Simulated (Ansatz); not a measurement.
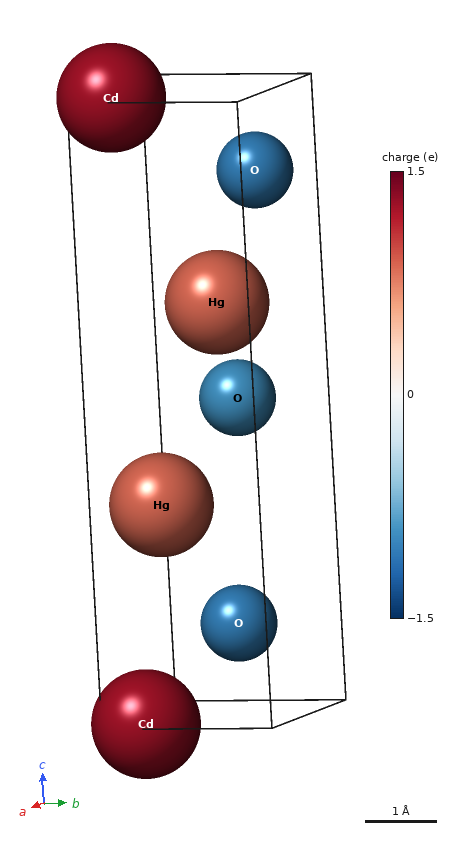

Drawn in the spheres-only manner and seen slightly off an axis. Thin lines show the simulation cell, with boundary atoms drawn in all their periodic places. The atoms of this CdHg2O3 cell are coloured by their Bader charge.

Run with DFT PBE, scalar-relativistic, plane waves, PAW in Ansatz 0.2.0 and these settings: cutoff 420 eV, k-points on a 12×12×4 grid, Gaussian smearing of 0.02 eV, no spin polarisation.

Question: Who donates electrons here and who accepts them?

Answer: Most positive: Cd; most negative: O. Charges: about Cd +1.2 e; Hg +0.8 e; O -1.0 to -0.9 e. The transfer is large, as in an ionic solid.

The initial geometry was a structure type filled with these elements by a generator (whether the compound takes this form wasn't checked). Earlier steps of the study may have refined or changed the cell and positions. It was the input of a calculation with Ansatz.
